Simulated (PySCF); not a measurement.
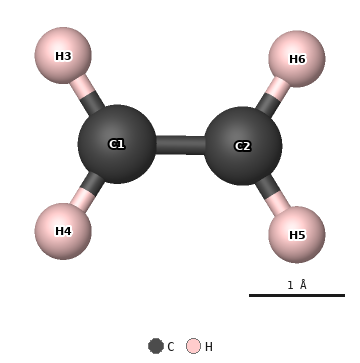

**Figure 1.** The structure as given in the input (ball-and-stick view, seen on its broad side; atoms are numbered from 1 in the order of the input). Bond lengths as drawn: C–C 1.33 Å and C–H 1.09 Å.

**What a change does: excited-state calculation on C₂H₄**

System: C₂H₄, SMILES C=C.
Method of run 1: TDDFT B3LYP/def2-SVPD, vertical, gas phase, core orbitals frozen in the response (PySCF 2.14.0).

The geometry comes from this level: PBE0-D3(BJ)/def2-SVP. Text and figures count atoms from 1; the logs count them from 0 in places.

Input file, run 1:
```
{"job": {"kind": "uv", "xc": "B3LYP", "basis": "def2-SVPD", "ip": true}, "charge": 0, "multiplicity": 1}
C     -0.664051    -0.038822    -0.011674
C      0.664051     0.038822     0.011674
H     -1.294231     0.845646     0.122910
H     -1.181764    -0.990457    -0.166201
H      1.294231    -0.845646    -0.122910
H      1.181764     0.990457     0.166201
```

The first line tells a small driver script what to run in PySCF; the rest is the geometry in Å.

Hardware: 1 CPU thread, shared host.

Output (run 1):
```
coarse grid: 4656 points
cycle   1  E = -78.5003056774  dE = -2.880e-02  |g| = 2.650e-01  |ddm| = 3.006e+00
cycle   2  E = -78.4956558494  dE =  4.650e-03  |g| = 2.980e-01  |ddm| = 6.051e-01
cycle   3  E = -78.5208808185  dE = -2.522e-02  |g| = 2.940e-03  |ddm| = 3.057e-01
cycle   4  E = -78.5208841832  dE = -3.365e-06  |g| = 1.924e-04  |ddm| = 9.569e-03
final grid: 43904 points
cycle   5  E = -78.5371229366  dE = -1.264e-05  |g| = 2.994e-03  |ddm| = 6.441e-02
cycle   6  E = -78.5371223875  dE =  5.490e-07  |g| = 3.326e-03  |ddm| = 7.348e-03
cycle   7  E = -78.5371254797  dE = -3.092e-06  |g| = 2.742e-05  |ddm| = 3.451e-03
cycle   8  E = -78.5371254800  dE = -2.956e-10  |g| = 6.680e-06  |ddm| = 1.543e-04
converged SCF energy = -78.5371254800

Static polarisability (au): isotropic 27.165, principal 20.814 25.325 35.355

Singlet excitations
state   eV       nm        f      main configurations
  1   7.4210    167.1   0.06326   H->L+1 1.00
  2   7.7638    159.7   0.35754   H->L 0.96
  3   7.9952    155.1   0.00000   H-1->L 0.98
  4   8.0793    153.5   0.00000   H->L+2 1.00
  5   8.7156    142.3   0.00000   H->L+3 0.98
  6   9.5263    130.1   0.00000   H-1->L+1 1.00
  7   9.5914    129.3   0.00000   H-2->L 0.99
  8   9.9331    124.8   0.05420   H->L+4 0.99
  9  10.1981    121.6   0.11350   H-1->L+2 1.00
 10  10.4161    119.0   0.00000   H->L+5 0.99

Triplet excitations (Tamm-Dancoff, eV): 4.4716 7.2608 7.4564 7.9207
Vertical ionisation energy (delta-SCF) = 10.6115 eV
```

The input of run 2 differs as follows (lines with − go, lines with + come):
```diff
-"xc": "B3LYP"
+"xc": "BHandHLYP"
```

How does run 2 compare with run 1?

The total energies belong to different methods, so their difference says nothing on which is more stable or more accurate. The HOMO goes from −7.66 to −8.86 eV. The LUMO goes from −0.18 to 1.18 eV. The lowest excitation goes from 7.42 to 7.68 eV. The functional changes from B3LYP to BHandHLYP. The SCF takes 10 iterations against 8.

Output (run 2):
```
coarse grid: 4656 points
cycle   1  E = -78.4567307842  dE = -3.424e-04  |g| = 1.828e-01  |ddm| = 2.767e+00
cycle   2  E = -78.4640575780  dE = -7.327e-03  |g| = 1.087e-01  |ddm| = 3.862e-01
cycle   3  E = -78.4672277169  dE = -3.170e-03  |g| = 1.879e-02  |ddm| = 1.310e-01
cycle   4  E = -78.4673386862  dE = -1.110e-04  |g| = 1.022e-03  |ddm| = 2.902e-02
cycle   5  E = -78.4673390667  dE = -3.805e-07  |g| = 1.546e-04  |ddm| = 3.427e-03
final grid: 43904 points
cycle   6  E = -78.4782586805  dE = -6.219e-06  |g| = 1.501e-03  |ddm| = 4.589e-02
cycle   7  E = -78.4782589818  dE = -3.013e-07  |g| = 1.131e-03  |ddm| = 4.754e-03
cycle   8  E = -78.4782593329  dE = -3.511e-07  |g| = 4.029e-05  |ddm| = 1.194e-03
cycle   9  E = -78.4782593339  dE = -1.047e-09  |g| = 6.325e-06  |ddm| = 1.896e-04
cycle  10  E = -78.4782593340  dE = -3.054e-11  |g| = 1.384e-06  |ddm| = 1.778e-05
converged SCF energy = -78.4782593340

Static polarisability (au): isotropic 26.843, principal 20.584 24.677 35.269

Singlet excitations
state   eV       nm        f      main configurations
  1   7.6763    161.5   0.06981   H->L+1 0.98
  2   7.7597    159.8   0.38823   H->L 0.97
  3   8.4240    147.2   0.00000   H-1->L 0.95
  4   8.4446    146.8   0.00000   H->L+2 0.99
  5   8.9897    137.9   0.00000   H->L+3 0.94
  6   9.8698    125.6   0.00000   H-2->L 0.96
  7  10.1964    121.6   0.00000   H-1->L+1 0.97
  8  10.2144    121.4   0.06286   H->L+4 0.98
  9  10.8094    114.7   0.00000   H->L+5 0.98
 10  10.9327    113.4   0.14520   H-1->L+2 0.96

Triplet excitations (Tamm-Dancoff, eV): 4.2508 7.5040 7.8573 8.2747
Vertical ionisation energy (delta-SCF) = 10.2667 eV
```

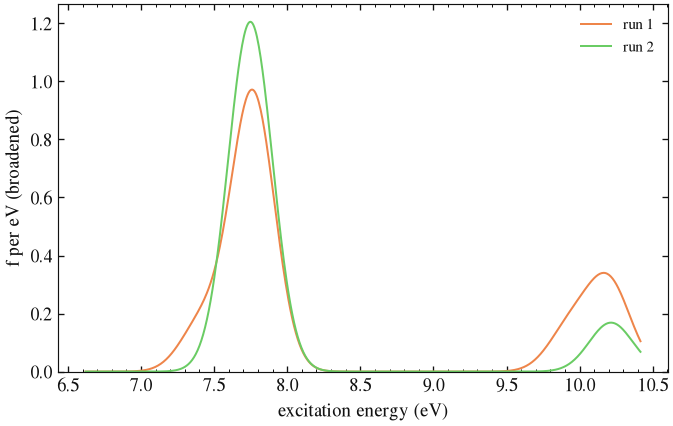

**Figure 2.** Absorption of the two runs from their computed states, each broadened by a Gaussian of 0.35 eV full width; the range ends where the shorter list of states ends.

The two runs side by side:

```csv
quantity,run 1,run 2
outcome,converged,converged
total energy (hartree),−78.537125,−78.478259
HOMO (eV),−7.66,−8.86
LUMO (eV),−0.18,1.18
dipole moment (D),0.00,0.00
lowest excitation (eV),7.42,7.68
SCF iterations,8,10
strongest computed line (eV),7.76,7.76
basis functions,72,72
wall time (shared host),4.2 s,4.5 s
```
